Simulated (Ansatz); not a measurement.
# Ba: 6 layers

The parent structure is Ba in the bcc (W type) structure (space group Im-3m, No. 229; a = 4.8817 Å). Axes: x, y, z lie along the cube axes.

It is then changed as follows: a free-standing slab of 6 layers (6 atoms, 1 a layer) is cut normal to [110], with 15 Å of vacuum and the in-plane cell held at bulk.

All numbers come from PBEsol in Ansatz (plane waves to 420 eV, PAW, without spin-orbit coupling), earlier PAW set. k-mesh 12×12×1 (Γ-centred); smearing 0.05 eV (Fermi–Dirac), for the changed cell.

The layer's space group (with vacuum) is Cmme (No. 67) and the shortest interatomic distance drops by 5.4 pm, from 422.8 pm to 417.4 pm. The band gap remains zero and the excess energy per area of both faces (slab less bulk energy over the cell's area: twice a surface energy) amounts to 0.74 J/m² (uncertain by up to 0.06 J/m²). The thickness between the outermost nuclei is 17.14 Å and the change of the spacing d12 from its bulk value of 3.452 Å amounts to -1.9 %. The change of the spacing d23 from its bulk value of 3.452 Å comes out as +0.2 %.

Final structure:

```
CELL_PARAMETERS angstrom
      4.22764     0.00000     0.00000
     -1.40921     3.98586     0.00000
      0.00000     0.00000    32.25929
ATOMIC_POSITIONS crystal
  Ba 0.25000 0.25000 0.23435
  Ba 0.75000 0.75000 0.33930
  Ba 0.25000 0.25000 0.44648
  Ba 0.75000 0.75000 0.55352
  Ba 0.25000 0.25000 0.66070
  Ba 0.75000 0.75000 0.76565
```

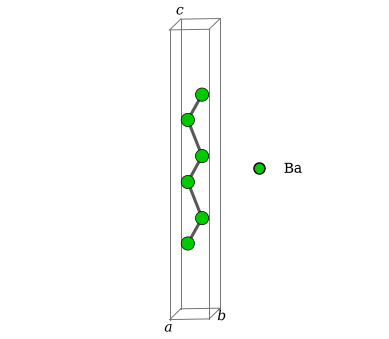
The relaxed cell after the change

Cost of the whole job for the changed cell (relaxation, final SCF and bands): very roughly 5 core-minutes.

The excess energy carries the mismatch between the slab's and the bulk's meshes. Whether these cells are dynamically stable was not tested.

Ansatz is a first-principles code.
